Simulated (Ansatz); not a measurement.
**Geometry relaxation of C₆H₁₄Cl₂Ge (part 1 of 2)**

System: C₆H₁₄Cl₂Ge (Ge(iPr)2Cl2).
Method: RKS PBE-D4/def2-SVP (Ansatz 0.2.0).

The geometry: GFN2-xTB start. Figures and captions count atoms from 1; the log counts them from 0 in places.

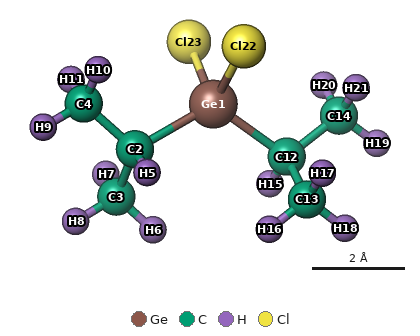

The structure as given in the input (ball-and-stick view, seen at a tilt; atoms are numbered from 1 in the order of the input). Sticks mark near contacts.

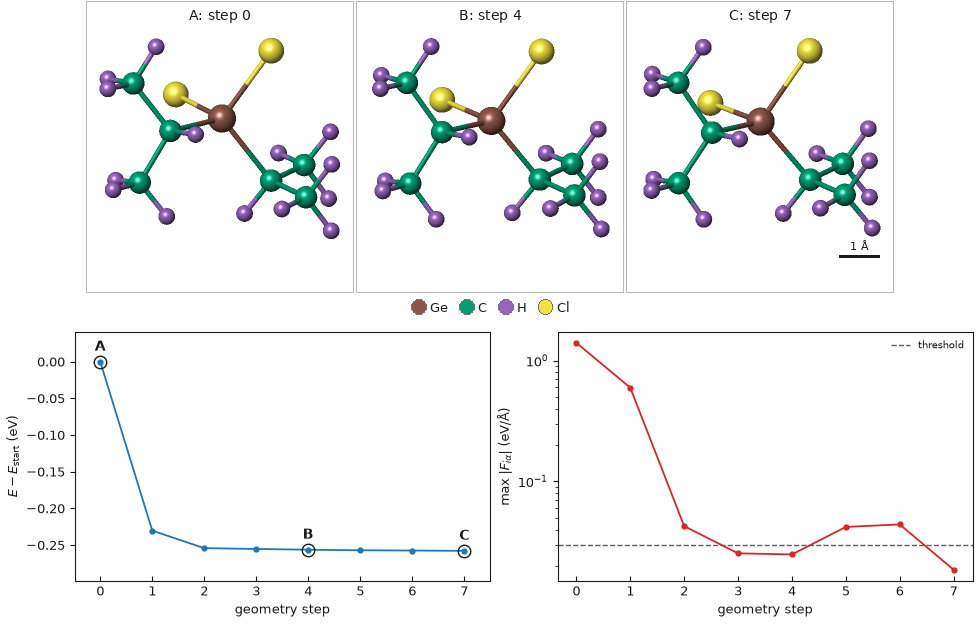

Frames of the relaxation (ball-and-stick view, seen at a tilt) above the curves, on which the letters mark them (the first geometry is step 0 here and step 1 in the log).

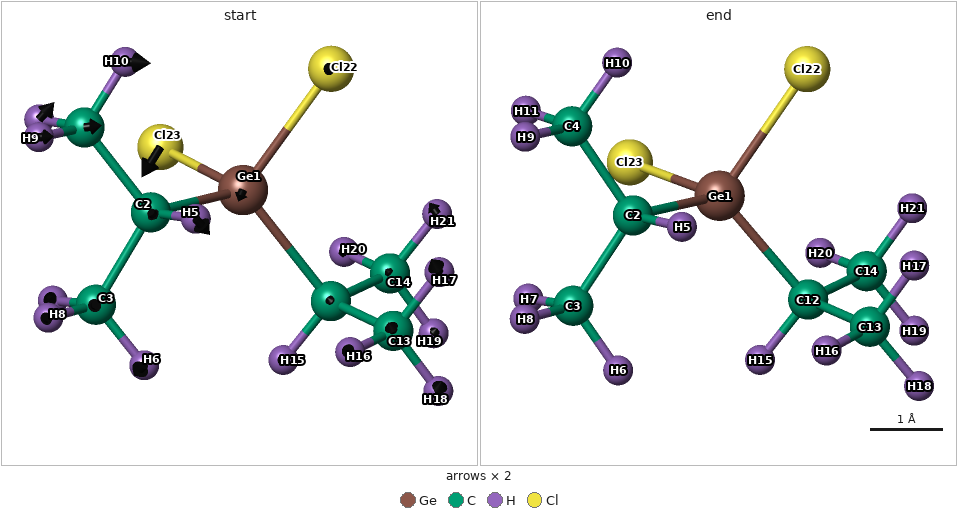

Before (left) and after (right) the relaxation, at one scale (ball-and-stick view, seen at a tilt). The black arrows give the displacements, magnified 2 times. Over 7 geometry steps the energy falls by 0.258 eV. The largest force component goes from 1.4 to 0.019 eV/Å. Cl23 moves most after the best rigid fit: 0.26 Å. By element the largest moves are Cl 0.26 Å, H 0.20 Å, C 0.13 Å, Ge 0.09 Å. Among the contacts that change: Ge1–C12 2.061 → 1.978 Å, Ge1–Cl22 2.152 → 2.197 Å, C12–H15 1.093 → 1.113 Å, C12–C13 1.520 → 1.534 Å. Among the angles that change: Cl22–Ge1–Cl23 105.1° → 107.3°. (Atoms are counted from 1 in the order of the input.)

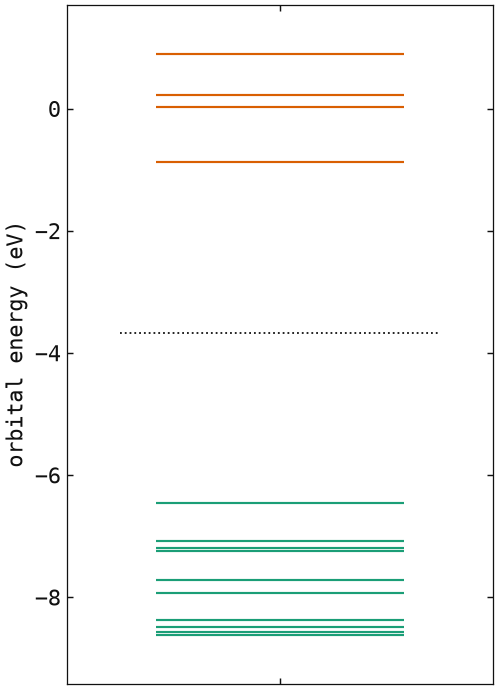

Orbital energies near the frontier; the dotted line parts filled from empty levels, and levels within 0.02 eV of each other stand side by side. Highest filled −6.46 eV, lowest empty −0.88 eV, 5.58 eV apart.

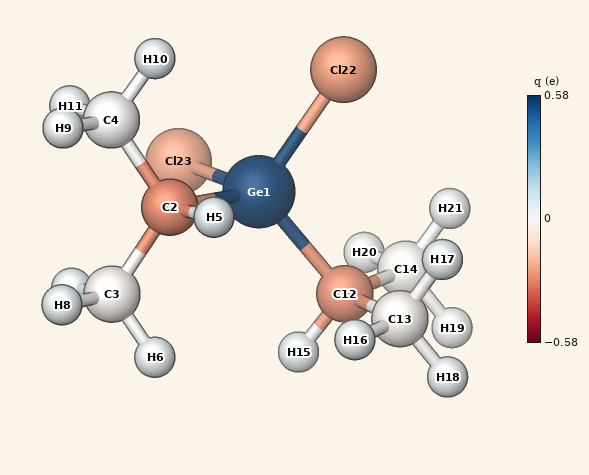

Mulliken charges, as the colour of each atom (ball-and-stick view, seen at a tilt; atoms are numbered from 1 in the order of the input; Mulliken charges depend strongly on the basis). By element: Ge +0.56, C −0.28 to 0.00, H +0.03 to +0.06 and Cl −0.25 e.

The input and output of the run follow.

**Input file**
```yaml
crystal:
  periodic: [false, false, false]
  atoms:
    - {symbol: Ge, position_ang: [-0.719760, 0.021790, -0.497270]}
    - {symbol: C, position_ang: [-0.873560, 0.240310, 1.546820]}
    - {symbol: C, position_ang: [-0.079840, -0.851220, 2.246550]}
    - {symbol: C, position_ang: [-2.332040, 0.237560, 1.971230]}
    - {symbol: H, position_ang: [-0.435010, 1.214090, 1.777020]}
    - {symbol: H, position_ang: [0.968500, -0.821340, 1.953880]}
    - {symbol: H, position_ang: [-0.480050, -1.832050, 1.996870]}
    - {symbol: H, position_ang: [-0.137380, -0.723860, 3.327150]}
    - {symbol: H, position_ang: [-2.416000, 0.416860, 3.042470]}
    - {symbol: H, position_ang: [-2.886250, 1.015740, 1.448050]}
    - {symbol: H, position_ang: [-2.792980, -0.722710, 1.746500]}
    - {symbol: C, position_ang: [1.163760, -0.207170, -1.302700]}
    - {symbol: C, position_ang: [2.027950, 0.993160, -0.951480]}
    - {symbol: C, position_ang: [1.075880, -0.418120, -2.804350]}
    - {symbol: H, position_ang: [1.579650, -1.104170, -0.837360]}
    - {symbol: H, position_ang: [2.100530, 1.122290, 0.127520]}
    - {symbol: H, position_ang: [1.607250, 1.901870, -1.378520]}
    - {symbol: H, position_ang: [3.033460, 0.861940, -1.349550]}
    - {symbol: H, position_ang: [2.066560, -0.592860, -3.222060]}
    - {symbol: H, position_ang: [0.448830, -1.277810, -3.035970]}
    - {symbol: H, position_ang: [0.649070, 0.459210, -3.287690]}
    - {symbol: Cl, position_ang: [-1.645210, 1.727150, -1.428370]}
    - {symbol: Cl, position_ang: [-1.923370, -1.660660, -1.088750]}
basis:
  gaussian: {orbitals: def2-SVP}
hamiltonian: {xc: pbe, dispersion: d4}
scf: {lower_state_search: "off"}
output: {orbitals: {seedname: orbitals}}
relax: {f_tol: 0.03, max_steps: 70}
```

Run as:
```bash
ansatz run in.yaml --threads 4 --pin off --events-out ev --progress --plain --max-ram 6963MiB
```

**Log**
```
Functional definition: PBE
  name "PBE"
  cite "Perdew, Burke & Ernzerhof, Phys. Rev. Lett. 77, 3865 (1996) doi:10.1103/PhysRevLett.77.3865"
  parent pbe
  parameter kappa = 0.804
  parameter beta = 0.06672455060314922
  exchange = pbe_x(kappa = kappa, mu = beta*pi^2/3)
  correlation = pbe_c(beta = beta)
these checks for a lower state are left out or cut short: stability, starts, cluster_reference, orbital_swaps, neighbouring_geometries, increment
2501 factors; their error is unknown
mean field evaluation 1: about -87945.2777 eV, gradient 9.8e1 eV
mean field evaluation 2: about -87889.6879 eV, gradient 1.7e2 eV
mean field evaluation 4: about -87969.2209 eV, gradient 1.3e1 eV
mean field evaluation 8: about -87969.6359 eV, gradient 3.2e-1 eV
mean field evaluation 16: about -87969.5063 eV, gradient 1.4e-4 eV
mean field -87969.50634450 eV, -3232.8197302873 hartree, gradient 1.7e-6 eV, S^2 0.000000; 0 other end points of the search recorded, 0 dependent functions left out
the calculation of the forces begins
reference -87969.50638825 eV, -3232.8197318951 hartree; 58, 58 occupied and 164, 164 virtual orbitals, 2501 factors
relax step   1: F+E_penalty+E_count = -87970.21137829 eV  Δ(F+E_penalty+E_count) = +0.000e0 eV  max|allowed force component| = 1.405e0 eV/Å  Δτ_max = 0.0000 Å  (20 SCF iters, accepted)
these checks for a lower state are left out or cut short: stability, starts, cluster_reference, orbital_swaps, neighbouring_geometries, increment
2501 factors; their error is unknown
mean field -87969.72923071 eV, -3232.8279212045 hartree, gradient 2.2e-6 eV, S^2 0.000000; 0 other end points of the search recorded, 0 dependent functions left out
the calculation of the forces begins
reference -87969.72927465 eV, -3232.8279228193 hartree; 58, 58 occupied and 164, 164 virtual orbitals, 2501 factors
relax step   2: F+E_penalty+E_count = -87970.44166917 eV  Δ(F+E_penalty+E_count) = -2.303e-1 eV  max|allowed force component| = 5.974e-1 eV/Å  Δτ_max = 0.1064 Å  (19 SCF iters, accepted)
these checks for a lower state are left out or cut short: stability, starts, cluster_reference, orbital_swaps, neighbouring_geometries, increment
2501 factors; their error is unknown
mean field evaluation 32: about -87969.8855 eV, gradient 2.1e-2 eV
mean field -87969.75223194 eV, -3232.8287664842 hartree, gradient 2.2e-6 eV, S^2 0.000000; 0 other end points of the search recorded, 0 dependent functions left out
the calculation of the forces begins
reference -87969.75227586 eV, -3232.8287680980 hartree; 58, 58 occupied and 164, 164 virtual orbitals, 2501 factors
relax step   3: F+E_penalty+E_count = -87970.46555395 eV  Δ(F+E_penalty+E_count) = -2.388e-2 eV  max|allowed force component| = 4.267e-2 eV/Å  Δτ_max = 0.0400 Å  (19 SCF iters, accepted)
these checks for a lower state are left out or cut short: stability, starts, cluster_reference, orbital_swaps, neighbouring_geometries, increment
2501 factors; their error is unknown
mean field -87969.75281357 eV, -3232.8287878587 hartree, gradient 2.2e-6 eV, S^2 0.000000; 0 other end points of the search recorded, 0 dependent functions left out
the calculation of the forces begins
reference -87969.75285747 eV, -3232.8287894721 hartree; 58, 58 occupied and 164, 164 virtual orbitals, 2501 factors
relax step   4: F+E_penalty+E_count = -87970.46664619 eV  Δ(F+E_penalty+E_count) = -1.092e-3 eV  max|allowed force component| = 2.541e-2 eV/Å  Δτ_max = 0.0166 Å  (20 SCF iters, accepted)
these checks for a lower state are left out or cut short: stability, starts, cluster_reference, orbital_swaps, neighbouring_geometries, increment
2501 factors; their error is unknown
mean field -87969.75348432 eV, -3232.8288125083 hartree, gradient 2.2e-6 eV, S^2 0.000000; 0 other end points of the search recorded, 0 dependent functions left out
the calculation of the forces begins
reference -87969.75352821 eV, -3232.8288141212 hartree; 58, 58 occupied and 164, 164 virtual orbitals, 2501 factors
relax step   5: F+E_penalty+E_count = -87970.46770231 eV  Δ(F+E_penalty+E_count) = -1.056e-3 eV  max|allowed force component| = 2.487e-2 eV/Å  Δτ_max = 0.0361 Å  (19 SCF iters, accepted)
these checks for a lower state are left out or cut short: stability, starts, cluster_reference, orbital_swaps, neighbouring_geometries, increment
2501 factors; their error is unknown
mean field -87969.75471537 eV, -3232.8288577484 hartree, gradient 2.2e-6 eV, S^2 0.000000; 0 other end points of the search recorded, 0 dependent functions left out
the calculation of the forces begins
reference -87969.75475931 eV, -3232.8288593632 hartree; 58, 58 occupied and 164, 164 virtual orbitals, 2501 factors
relax step   6: F+E_penalty+E_count = -87970.46843601 eV  Δ(F+E_penalty+E_count) = -7.337e-4 eV  max|allowed force component| = 4.203e-2 eV/Å  Δτ_max = 0.0965 Å  (19 SCF iters, accepted)
these checks for a lower state are left out or cut short: stability, starts, cluster_reference, orbital_swaps, neighbouring_geometries, increment
2501 factors; their error is unknown
mean field evaluation 64: about -87969.7550 eV, gradient 2.2e-6 eV
mean field -87969.75503761 eV, -3232.8288695905 hartree, gradient 2.2e-6 eV, S^2 0.000000; 0 other end points of the search recorded, 0 dependent functions left out
the calculation of the forces begins
reference -87969.75508155 eV, -3232.8288712054 hartree; 58, 58 occupied and 164, 164 virtual orbitals, 2501 factors
relax step   7: F+E_penalty+E_count = -87970.46881036 eV  Δ(F+E_penalty+E_count) = -3.743e-4 eV  max|allowed force component| = 4.409e-2 eV/Å  Δτ_max = 0.0512 Å  (19 SCF iters, accepted)
these checks for a lower state are left out or cut short: stability, starts, cluster_reference, orbital_swaps, neighbouring_geometries, increment
2501 factors; their error is unknown
mean field -87969.75540416 eV, -3232.8288830612 hartree, gradient 2.2e-6 eV, S^2 0.000000; 0 other end points of the search recorded, 0 dependent functions left out
the calculation of the forces begins
reference -87969.75544810 eV, -3232.8288846759 hartree; 58, 58 occupied and 164, 164 virtual orbitals, 2501 factors
relax step   8: F+E_penalty+E_count = -87970.46920259 eV  Δ(F+E_penalty+E_count) = -3.922e-4 eV  max|allowed force component| = 1.858e-2 eV/Å  Δτ_max = 0.0303 Å  (20 SCF iters, accepted)
Total energy: -87970.46924653 eV, -3232.8551162842 hartree
Atom 0 at    -0.664529    -0.037494    -0.464040 Å, force    -0.000517     0.010797    -0.000157 eV/Å
Atom 1 at    -0.820824     0.211646     1.492478 Å, force    -0.005553    -0.018583     0.016405 eV/Å
Atom 2 at    -0.084075    -0.929031     2.206937 Å, force    -0.009033     0.009338    -0.009110 eV/Å
Atom 3 at    -2.289381     0.337403     1.907984 Å, force     0.014580    -0.002266    -0.014730 eV/Å
Atom 4 at    -0.296980     1.174908     1.683950 Å, force    -0.000127    -0.000368    -0.005121 eV/Å
Atom 5 at     0.991853    -0.972818     1.938258 Å, force    -0.002351    -0.001038     0.000161 eV/Å
Atom 6 at    -0.534734    -1.912948     1.960515 Å, force    -0.000465     0.001857     0.000452 eV/Å
Atom 7 at    -0.144966    -0.802366     3.308824 Å, force     0.001303     0.000345     0.005391 eV/Å
Atom 8 at    -2.371691     0.510685     3.001902 Å, force    -0.002324     0.001331     0.006034 eV/Å
Atom 9 at    -2.789975     1.178329     1.388009 Å, force     0.001970    -0.001858     0.001110 eV/Å
Atom 10 at    -2.850530    -0.589346     1.668374 Å, force     0.000805     0.000682     0.002915 eV/Å
Atom 11 at     1.135599    -0.190735    -1.270433 Å, force     0.007643     0.005361    -0.000341 eV/Å
Atom 12 at     1.966423     1.043185    -0.895316 Å, force    -0.011605    -0.010229    -0.003089 eV/Å
Atom 13 at     1.036019    -0.417112    -2.781217 Å, force    -0.002511     0.004139     0.009028 eV/Å
Atom 14 at     1.568127    -1.095337    -0.787290 Å, force     0.001322    -0.003087     0.000879 eV/Å
Atom 15 at     2.072522     1.165624     0.202541 Å, force     0.000514    -0.000460     0.001132 eV/Å
Atom 16 at     1.508100     1.971021    -1.296098 Å, force    -0.001352     0.001147    -0.001888 eV/Å
Atom 17 at     2.990000     0.967236    -1.320093 Å, force     0.004838     0.001600    -0.001437 eV/Å
Atom 18 at     2.046786    -0.542232    -3.224215 Å, force     0.003651    -0.001639    -0.004696 eV/Å
Atom 19 at     0.441373    -1.321065    -3.020061 Å, force     0.000837    -0.002570    -0.000970 eV/Å
Atom 20 at     0.551829     0.446930    -3.281134 Å, force    -0.000355     0.002508    -0.000651 eV/Å
Atom 21 at    -1.665524     1.654823    -1.445162 Å, force    -0.002765    -0.001878    -0.003417 eV/Å
Atom 22 at    -1.795431    -1.851308    -0.974724 Å, force     0.001495     0.004873     0.002100 eV/Å
Dipole moment:     0.529872     0.029664     0.370886 e Å
Checks for a lower state left out: stability, starts, cluster_reference, orbital_swaps, neighbouring_geometries, increment
```
